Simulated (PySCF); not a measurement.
Input

```
{"job": {"kind": "uv", "xc": "PBE0", "basis": "def2-SVPD", "nstates": 8, "ntriplets": 3}, "charge": 0, "multiplicity": 1}
B      2.978336    -0.150284     2.186828
C      1.782400    -0.125011     1.300234
C      0.803165    -0.107320     0.573124
C     -0.284097    -0.087676    -0.228841
C     -1.247837    -0.097325    -0.960196
C     -2.419798    -0.075408    -1.810159
F     -3.566551    -0.125191    -1.082323
F     -2.486719     1.066080    -2.544957
H      2.929196    -0.740065     3.194956
H      3.947793     0.413811     1.857794
H     -2.430463    -0.929019    -2.512423
```

Launched as:

```sh
OMP_NUM_THREADS=1 python probes_run.py task.json out
```

Geometry: GFN2-xTB.

Computed with PBE0/def2-SVPD, SCF density, gas phase (PySCF 2.14.0).

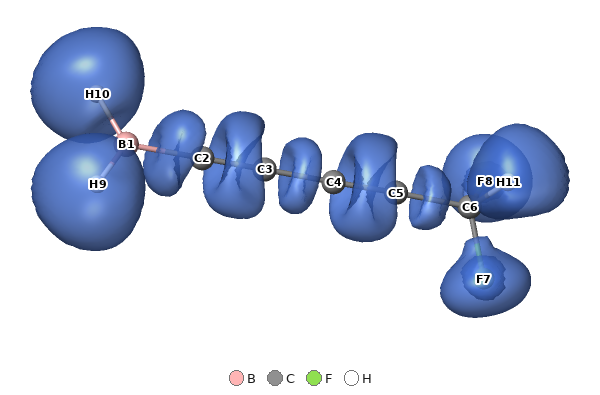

C5H3BF2 (SMILES BC#CC#CC(F)F). Isosurface of the ELF at 0.75 (blue), seen at an oblique angle. Only the valence region is drawn (cores and ρ < 0.01 e/Å³ removed).

> Identify the bonds, lone pairs and shells in this picture.

The ELF exceeds this value in one region between bonded B–C atoms (shared pairs), four regions between bonded C–C atoms (shared pairs), three regions around hydrogen nuclei and two regions on F in which the atom's valence shell and bonds are merged. Profiles from the grid: C–C (1.21 Å): the ELF peaks at about 0.85 between the atoms (a short, multiple covalent bond). C–F (1.36 Å): the ELF peaks at about 0.85 between the atoms; a shared but strongly polarised pair.
